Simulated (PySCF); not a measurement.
## Electronic structure of C5H9BCl2Si (SMILES ClB(Cl)C1=C[SiH2]CCC1) in real space

Input file:

```
{"job": {"kind": "nmr", "xc": "PBE0", "basis": "pcSseg-1"}, "charge": 0, "multiplicity": 1}
Cl     3.496417    -1.627648     0.325498
B      2.746809    -0.079721     0.185232
Cl     3.790518     1.290923     0.101274
C      1.195291     0.078176     0.142765
C      0.628557     1.296231     0.059846
Si    -1.226598     1.604125     0.046502
C     -1.966264    -0.145233     0.009695
C     -0.950028    -1.117016    -0.584148
C      0.346064    -1.170974     0.223083
H      1.287792     2.153189     0.001912
H     -1.616990     2.331840     1.258911
H     -1.579249     2.369363    -1.155541
H     -2.226097    -0.476342     1.016552
H     -2.886066    -0.179245    -0.574750
H     -0.715867    -0.823928    -1.610136
H     -1.376954    -2.123122    -0.616216
H      0.103858    -1.352847     1.274988
H      0.940050    -2.021454    -0.117126
```

Launched as:

```sh
OMP_NUM_THREADS=1 python probes_run.py task.json out
```

Geometry: GFN2-xTB.

Computed with PBE0/pcSseg-1, SCF density, gas phase, non-relativistic (PySCF 2.14.0).

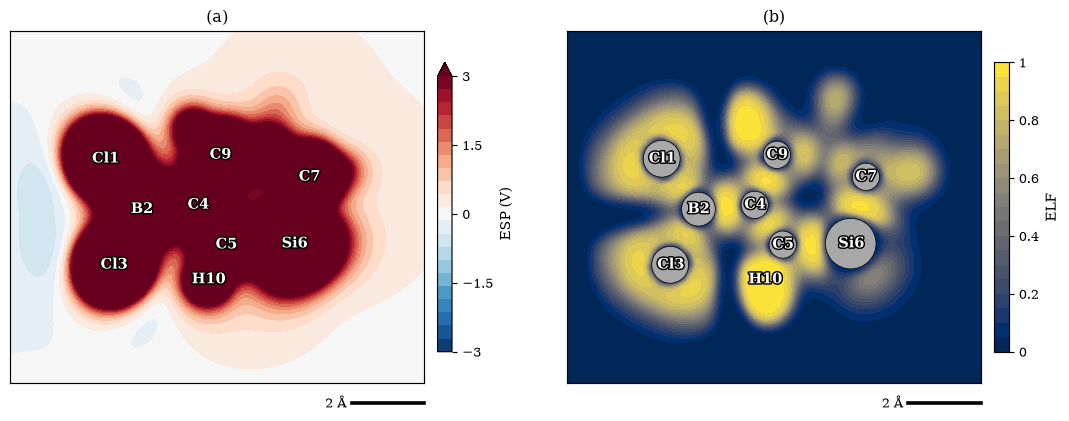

Figure 1. (a) molecular electrostatic potential; (b) electron localisation function on the plane of atoms Cl3, B2 and C4. Grey discs cover the atomic cores in the ELF map.

### Interpret the plot.

Atoms in the plane: Cl, B, C, Si and H. C–C (1.35 Å): the ELF peaks at about 0.90 between the atoms (localised, covalent bonding). C–B (1.56 Å): the ELF peaks at about 1 between the atoms: a shared electron pair. B–Cl (1.72 Å): the ELF peaks at about 0.90 between the atoms; a shared but strongly polarised pair. C–Si (1.88 Å): the ELF peaks at about 0.95 between the atoms: a covalent bond. C–H (1.08 Å): the ELF climbs to about 1 towards the hydrogen, as it does in any bond to H: a covalent bond by its length. The ELF also peaks beside Cl3 and Cl1, away from the bonds: lone-pair regions. Outside the dense part of the molecule the potential is most negative (−0.6 V) near Cl3.

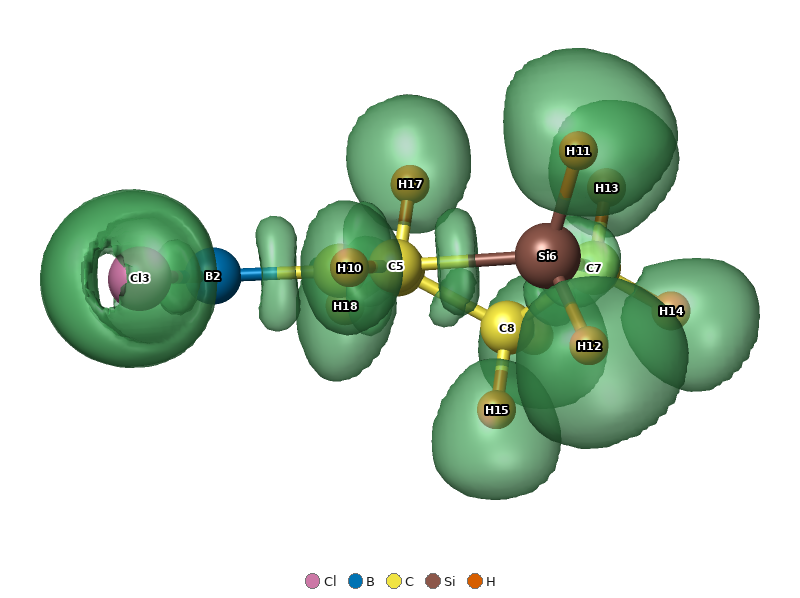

Figure 2. Isosurface of the ELF at 0.85 (green), seen from one side. Only the valence region is drawn (cores and ρ < 0.01 e/Å³ removed).

### Describe the localisation domains.

The surface consists of one region between bonded B–C atoms (shared pairs), two regions between bonded B–Cl atoms (shared pairs), four regions between bonded C–C atoms (shared pairs), two regions between bonded C–Si atoms (shared pairs), nine regions around hydrogen nuclei and two rings or bowls of non-bonding electrons around Cl.

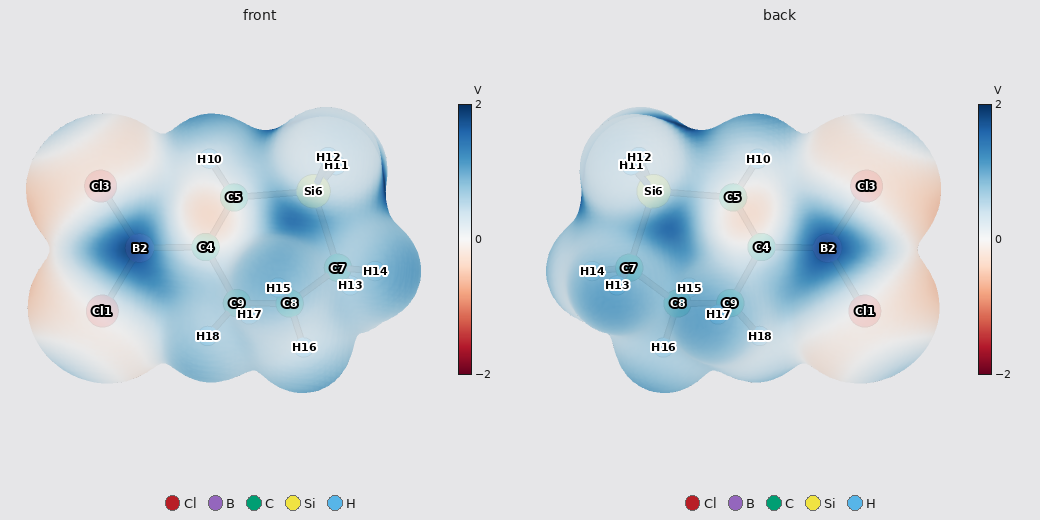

Figure 3. The molecular electrostatic potential painted on the density surface at 0.004 e/bohr³, seen from the front and from behind; the colour scale runs from red (negative) to blue (positive).

### Where is the surface potential most negative and most positive?

The most negative region (about −0.5 V) lies over Cl1 and Cl3, the most positive (about +1.8 V) over B2 and Si6. Cl1 shows a σ-hole: about +0.6 V at the tip opposite its bond, against about 0.0 V on its flanks. Cl3 shows a σ-hole: about +0.5 V at the tip opposite its bond, against about 0.0 V on its flanks.

### How polar is the molecule by this calculation?

Its dipole moment is 2.09 D.
